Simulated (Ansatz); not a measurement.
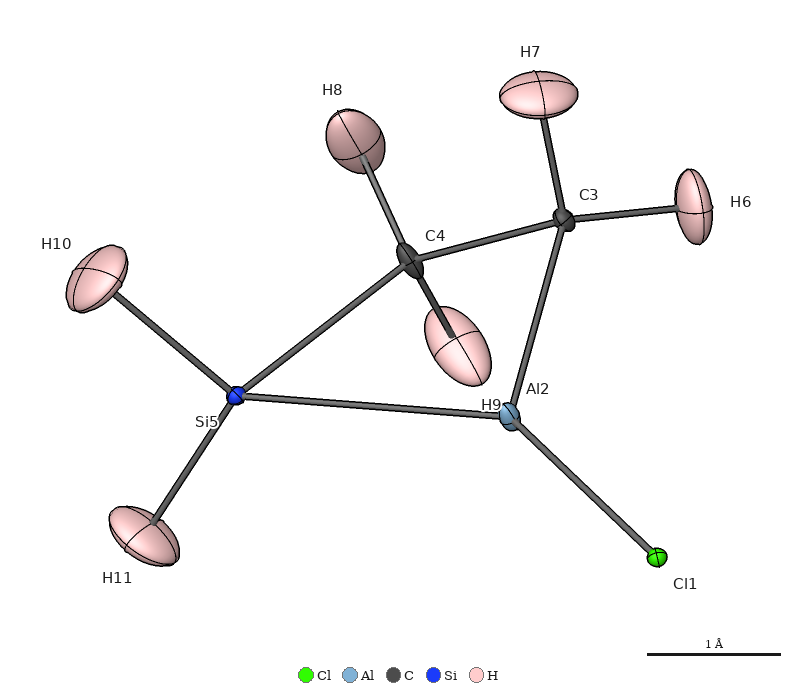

Displacement ellipsoids at the 50 % level, from the internal vibrations of the free molecule (harmonic, no overall translation or rotation; no half-axis is drawn under 0.075 Å). Vibrations computed with RKS PBE0-D4/def2-TZVP (Ansatz 0.2.0). Temperature: 100 K.

Question: Which atom has the largest mean-square displacement?

Answer: H10, with U_eq = 0.0283 Å².

Question: Does H9 move more along its bond or across it?

Answer: Across it: the root-mean-square amplitude is 0.112 Å along the bond and up to 0.240 Å across, since bending and torsion are softer than stretching.

Give the displacement parameters, one line for each set of equivalent atoms.

```tsv
atom	U_eq (Å²)	rms amplitudes (Å)
Cl1	0.0015	0.030, 0.037, 0.046
Al2	0.0038	0.030, 0.051, 0.089
C3	0.0029	0.042, 0.055, 0.064
C4	0.0045	0.038, 0.046, 0.100
Si5	0.0010	0.019, 0.028, 0.044
H6	0.0217	0.085, 0.151, 0.188
H7	0.0236	0.083, 0.165, 0.191
H8	0.0282	0.091, 0.133, 0.242
H9	0.0274	0.090, 0.130, 0.240
H10	0.0283	0.089, 0.192, 0.200
H11	0.0258	0.089, 0.170, 0.201
```
